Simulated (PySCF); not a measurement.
**SiSe (SMILES [Si][Se]) at 6 levels**

We compute a comparison of 6 runs (HF/STO-3G, HF/3-21G, BHLYP/aug-cc-pVTZ, BLYP/aug-cc-pVTZ, M06-L/aug-cc-pVTZ, wB97X/aug-cc-pVTZ) of SiSe. Input form: a Python script.

The calculation is run with PySCF 2.14.0.

2 further runs of the same task are left out: 2 set aside as unsound or not needed.

## Step 1: Starting point

The species is SiSe (2 atoms), meant as a singlet with charge 0. SMILES: `[Si][Se]`. The coordinates come from a PBE0-D4/def2-TZVP relaxation.

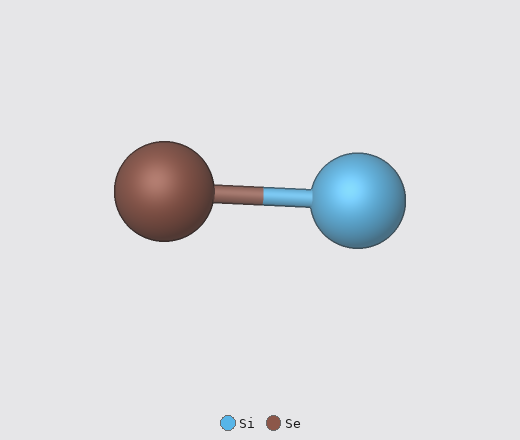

Viewed from a chosen angle; silicon blue, selenium brown.

## Step 2: The energy at HF/STO-3G (run 1)

Contents of input.py:

```python
from pyscf import gto, scf

system = gto.Mole()
system.atom = [
    ('Si', (0.000000, 0.000000, 0.031440)),
    ('Se', (-0.000000, -0.000000, 2.093090)),
]
system.max_memory = 1860
system.basis = 'sto-3g'
system.verbose = 3
system.build()

mf = scf.RHF(system)
mf.conv_tol = 1e-10
mf.kernel()
if not mf.converged:
    mf = mf.newton().run(mf.mo_coeff, mf.mo_occ)

etot = mf.e_tot
print('E(%s) = %.9f' % ('HF', etot))
```

Run with:

```console
OMP_NUM_THREADS=1 python input.py
```

What it wrote:

```text
converged SCF energy = -2659.14801755905
E(HF) = -2659.148017559
```

Run time: 0.52 s. Hardware: 1 thread of Arm Neoverse V2, shared host; peak memory 0.099 GiB.

## Step 3: A single-point energy at HF/3-21G (run 2)

Contents of mol.xyz:

```xyz
2

Si     0.000000     0.000000     0.031440
Se     0.000000     0.000000     2.093090
```

Contents of job.py:

```python
# SiSe
from pyscf import gto, scf

mol = gto.Mole()
mol.atom = 'mol.xyz'
mol.basis = '3-21g'
mol.max_memory = 1860
mol.spin = 0
mol.verbose = 4
mol.build()

hf = scf.RHF(mol)
hf.conv_tol = 1e-10
hf.kernel()
if not hf.converged:
    hf = hf.newton().run(hf.mo_coeff, hf.mo_occ)

energy = hf.e_tot
print(f'total energy: {energy:.8f} hartree')
```

Run with:

```console
OMP_NUM_THREADS=1 python job.py
```

What it wrote:

```text
PySCF version 2.14.0

[... 54 lines left out ...]
converged SCF energy = -2675.8862784679
total energy: -2675.88627847 hartree
```

It took 0.54 s on 1 thread of Arm Neoverse V2, shared host; peak memory 0.1 GiB.

Runs 3 to 5 aren't shown in full; the table further down has their settings and results.

## Step 4: A single-point energy at wB97X/aug-cc-pVTZ (run 6)

Contents of input.py:

```python
from pyscf import gto, dft

mol = gto.Mole()
mol.atom = 'Si 0.000000 0.000000 0.031440; Se -0.000000 -0.000000 2.093090'
mol.max_memory = 1860
mol.charge = 0
mol.basis = 'aug-cc-pvtz'
mol.verbose = 3
mol.build()

ks = dft.RKS(mol)
ks.xc = 'wb97x'
ks.conv_tol = 1e-10
ks.grids.level = 5
ks.kernel()
if not ks.converged:
    ks = ks.newton().run(ks.mo_coeff, ks.mo_occ)

e_tot = ks.e_tot
print('E = %.10f Eh' % e_tot)
```

Run with:

```console
OMP_NUM_THREADS=1 python input.py
```

What it wrote:

```text
converged SCF energy = -2691.13053520483
E = -2691.1305352048 Eh
```

Run time: 27 s. Hardware: 1 thread of Arm Neoverse V2, shared host; peak memory 0.54 GiB.

## Step 5: Overview of the runs

```
run              level  integration grid   energy (Eh)  dipole moment (D)  HOMO energy (eV)  LUMO energy (eV)  wall time
  1          HF/STO-3G                 –  -2659.148018               3.49             -6.45              5.48     0.52 s
  2           HF/3-21G                 –  -2675.886278               2.02            -10.02              0.38     0.54 s
  3  BHLYP/aug-cc-pVTZ                 5  -2691.100039               1.70             -8.64             -1.63      9.9 s
  4   BLYP/aug-cc-pVTZ                 5  -2691.160089               1.23             -6.58             -3.05      9.6 s
  5  M06-L/aug-cc-pVTZ                 5  -2691.023040               0.98             -6.76             -2.84       17 s
  6  wB97X/aug-cc-pVTZ                 5  -2691.130535               1.55             -9.99             -0.51       27 s
```

## Step 6: Results

```
            quantity           value
 run 6: total energy  -2691.13054 Eh
run 6: dipole moment          1.55 D
  run 6: HOMO energy        -9.99 eV
  run 6: LUMO energy        -0.51 eV
run 6: HOMO–LUMO gap         9.48 eV
```

The dipole moment (its size) runs from 0.98 D (M06-L/aug-cc-pVTZ) to 3.49 D (HF/STO-3G). The two ends differ in method and basis. The HOMO–LUMO gap runs from 3.52 eV (BLYP/aug-cc-pVTZ) to 11.93 eV (HF/STO-3G). Totals of different functionals can't be ranked against each other. In run 1 the basis is minimal, so the values are rough. All runs together took 65 s, the longest 27 s.
